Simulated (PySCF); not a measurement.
**Frequency calculation, with input and output: C₂H₂F₄**

C₂H₂F₄, computed with B3LYP/pcSseg-1 displacements along normal modes, gas phase (PySCF 2.14.0).

The input sets isotopic masses.

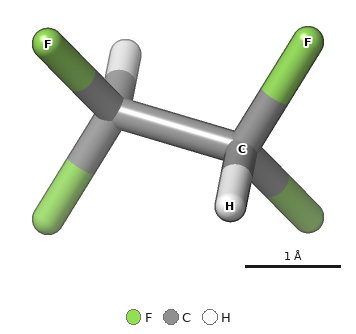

**Figure 1.** The input geometry (stick view, seen at a tilt).

**Input file**
```
{"job": {"xc": "B3LYP", "basis": "pcSseg-1", "grid": 2, "temperatures": [200, 1000], "kind": "vib", "mass_numbers": [19, 13, 19, 12, 19, 19, 1, 1]}, "charge": 0, "multiplicity": 1}
F      1.235509     1.257767    -0.084448
C      0.762667    -0.008416     0.064513
F      1.285157    -0.781027    -0.924888
C     -0.753610     0.017830    -0.089077
F     -1.226451    -1.248355     0.059880
F     -1.276101     0.790437     0.900324
H      1.074772    -0.402071     1.037788
H     -1.065715     0.411485    -1.062352
```

The first line tells a small driver script what to run in PySCF; the rest is the geometry in Å.

Launch command:
```bash
OMP_NUM_THREADS=1 python <driver script> task.json out
```

**What the program printed**
```
mode    cm-1    km/mol   phi_rrr   E(+)/cm-1  E(-)/cm-1
  1     82.29     2.41       0.0      15.40      15.40
  2    206.01     2.90      -0.0      37.21      37.21
  3    358.00     0.00      13.3      64.94      63.98
  4    409.77    51.05       0.0      74.11      74.10
  5    480.13     0.00      -0.0      86.58      86.29
  6    532.68    10.12      -2.5      95.84      96.02
  7    617.14     0.00      52.6     113.01     109.21
  8   1086.84    42.35     -19.8     195.34     196.46
  9   1090.91    12.41     -63.5     194.00     198.57
 10   1114.52   191.69      28.3     201.61     199.58
 11   1129.84   371.30      -9.1     203.41     203.90
 12   1141.29    31.00      40.2     206.88     204.01
 13   1309.94    26.67       4.3     236.44     236.13
 14   1348.30    30.73       0.3     243.29     243.12
 15   1375.95     2.27       0.6     248.69     247.69
 16   1448.64     0.79     -57.7     258.93     263.06
 17   3083.32     4.91    1632.8     617.74     500.50
 18   3097.60    35.34    1382.1     611.29     512.08
```

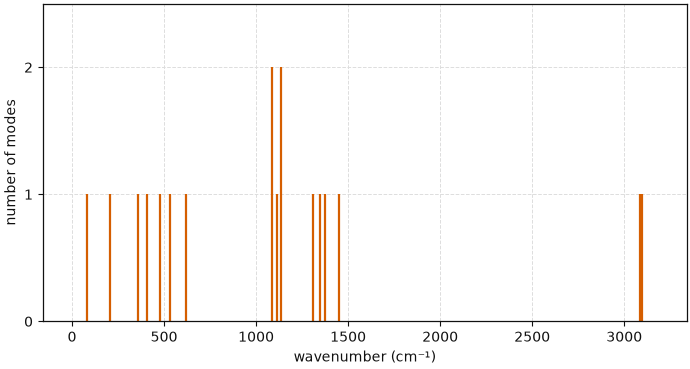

**Figure 2.** Harmonic vibrational wavenumbers from the force constants; neighbouring modes closer than 14 cm⁻¹ are counted in one stick. 18 modes from 82 to 3098 cm⁻¹, none imaginary.

**Summary**

```json
{"quantity": "outcome", "value": "converged"}
{"quantity": "wavenumbers, lowest and highest", "value": "82 and 3098 cm⁻¹"}
{"quantity": "hardware", "value": "1 CPU thread, shared host"}
{"quantity": "wall time", "value": "5.2 min"}
{"quantity": "peak memory", "value": "0.6 GiB"}
```
